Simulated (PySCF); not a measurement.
AlH11O3Si4 (SMILES [OH][Al]([OH])[O][Si]([SiH3])([SiH3])[SiH3])

```xyz
19

Si    0.6881   -1.6859   -1.2582
Si    0.1220    0.4214   -0.3668
Si   -1.3692    1.4666   -1.8495
Si    2.0812    1.7101   -0.2365
O    -0.5740    0.3093    1.1486
Al   -0.9729   -0.9004    2.2712
O    -1.6366   -0.5603    3.7873
O    -0.6559   -2.4866    1.7772
H    -0.5190   -2.5468   -1.4428
H     1.6942   -2.3911   -0.4074
H     1.3017   -1.4377   -2.6039
H    -0.7262    1.5866   -3.1962
H    -2.6272    0.6664   -1.9905
H    -1.7342    2.8363   -1.3687
H     1.7855    3.0936    0.2525
H     3.0629    1.0790    0.7029
H     2.7126    1.8043   -1.5908
H    -1.8364    0.3168    4.1171
H    -0.8174   -3.2839    2.2825
```

Geometry: PBE0-D3(BJ)/def2-SVP.

The calculation used PBE0/pcSseg-1, SCF density, gas phase, non-relativistic in PySCF 2.14.0.

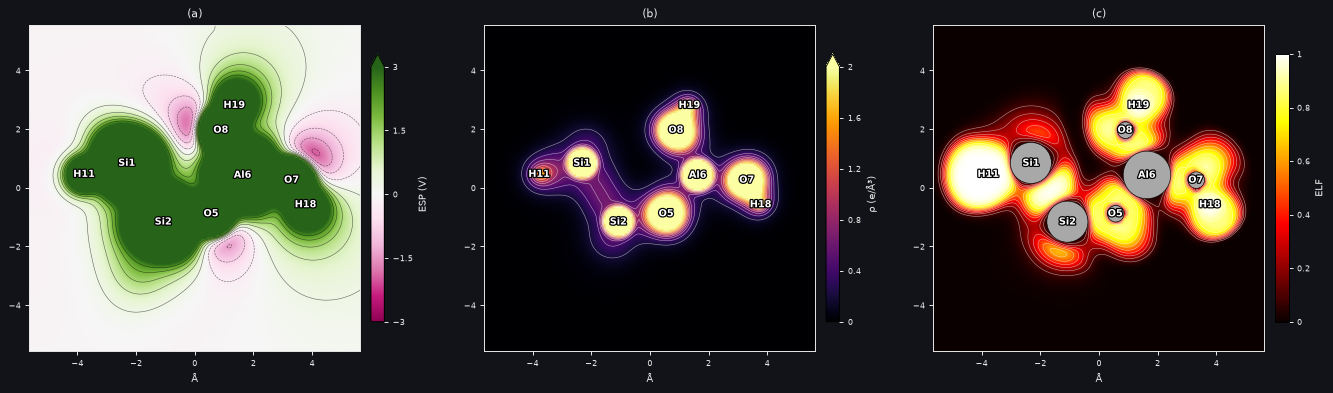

Figure 1. (a) molecular electrostatic potential; (b) total electron density; (c) ELF on the plane of atoms O7, Al6 and O8. Grey discs cover the atomic cores in the ELF map.

> Describe what can be read from this map.

- Atoms in the plane: Si, O, Al and H.
- Si–O (1.67 Å): ρ at the midpoint is about 1 e/Å³; the ELF peaks at about 0.85 between the atoms; a shared but strongly polarised pair.
- Al–O (1.69 Å): ρ at the midpoint is about 0.89 e/Å³; the ELF peaks at about 0.85 in the valence shell of O, 0.6 Å from its nucleus, and is about 0.45 at the midpoint.
- Si–Si (2.36 Å): ρ at the midpoint is about 0.63 e/Å³; the ELF peaks at about 1 between the atoms, as expected for localised, covalent bonding.
- O–H (0.96 Å): ρ is about 3.7 e/Å³ halfway; the ELF climbs to about 1 towards the hydrogen, as it does in any bond to H; an ordinary covalent bond to hydrogen.
- Si–H (1.50 Å): ρ at the midpoint is about 0.75 e/Å³; the ELF climbs to about 1 towards the hydrogen.
- The ELF also peaks beside O5 and O7, away from the bonds: lone-pair regions.
- Outside the dense part of the molecule the potential is most negative (−2.0 V) near O7.

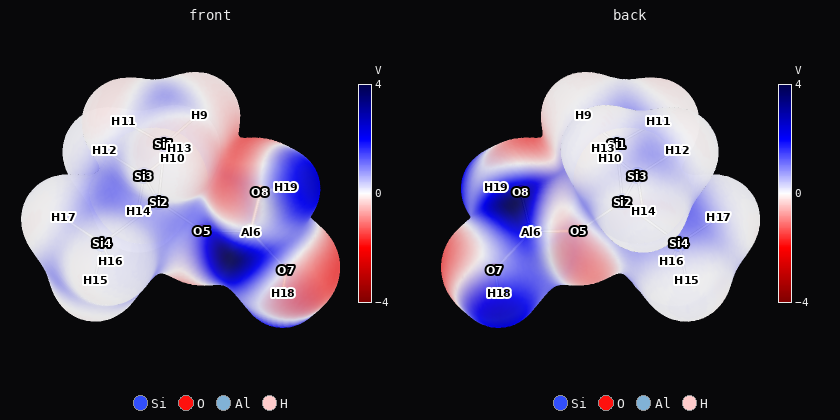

Figure 2. The molecular electrostatic potential painted on the density surface at 0.002 e/bohr³, seen from the front and from behind; the colour scale runs from red (negative) to blue (positive).

> Where is the surface potential most negative and most positive?

The most negative region (about −1.3 V) lies over O7, the most positive (about +3.6 V) over Al6. O7 is the likeliest acceptor of a hydrogen bond.

> How polar is the molecule by this calculation?

Its dipole moment is 1.91 D.
